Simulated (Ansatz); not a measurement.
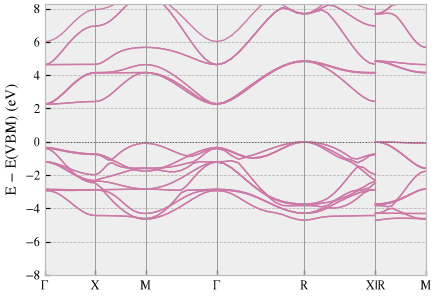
Figure: Band structure from the program Ansatz at the r²SCAN with spin–orbit coupling level (PAW)

### Question
Read off the gap and where the band edges lie.

### Answer
About 2.2 eV (2.25 eV by a search for the band edges); maximum at R, minimum at Γ.

The material is SrTiO3 (cubic perovskite, space group No. 221).

Space group Pm-3m (cubic perovskite). The r²SCAN relaxation kept the symmetry of its start. At this level the phase is dynamically unstable (imaginary phonons). The run is not spin-polarised.

Potentials: the earlier of the program's two PAW sets.
